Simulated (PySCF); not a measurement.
Vertical excitations of a molecule C4H5FO2 from TDDFT-PBE/def2-SVPD (PySCF), as energy in eV (oscillator strength): 4.75 (0.005), 5.08 (0.007), 5.51 (0.020), 5.69 (0.042), 5.71 (0.008), 6.31 (0.008), 6.48 (0.012), 6.58 (0.023), 6.97 (0.021), 7.12 (0.004). Lowest triplet (TDA): 3.81 eV. Geometry optimised at PBE-D3(BJ)/def2-SVP. Other conformers were not sampled.

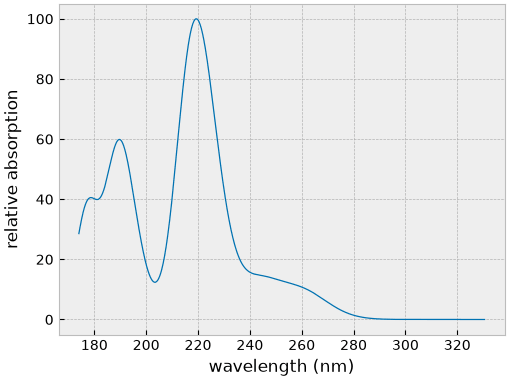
Fig. 1. The lines broadened by 0.4 eV.

Which molecule gave these data?
A) FC1=COCOC1
B) CC1(F)OC=CO1
C) C[C@H]1OC=C(F)O1
D) C=C(F)CC(=O)O

C, C[C@H]1OC=C(F)O1
